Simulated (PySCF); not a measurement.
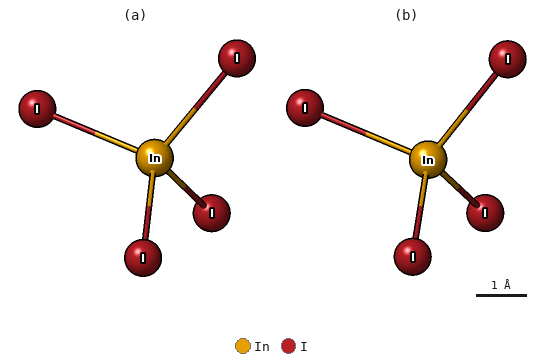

The structure of InI4 (charge −1) before (left) and after (right) a relaxation, at one scale.

Style: ball-and-stick. Shown from a free direction.

The start comes from GFN2-xTB. Its atoms were then displaced at random by about 0.03 Å.

All numbers below come from PBE0-D3(BJ)/def2-SVP geometry optimisation, gas phase in PySCF. 

**Summarise the run.**

The relaxation stopped without meeting its thresholds, so the last structure isn't shown to be converged. An I atom moves most after the best rigid fit: 0.086 Å. By element the largest moves are I 0.086 Å, In 0.081 Å. Near-neighbour distances that change, for instance: I–In 2.654 → 2.750 Å, I–In 2.808 → 2.744 Å, I–In 2.734 → 2.748 Å, I–In 2.755 → 2.747 Å. Bond angles that change, for instance: I–In–I 112.7° → 109.1°, I–In–I 106.0° → 109.4°, I–In–I 107.6° → 110.0°. The energy falls by 5.28 kJ/mol in 40 geometry steps.

Limits of the set-up: the basis has no diffuse functions, which an anion needs.
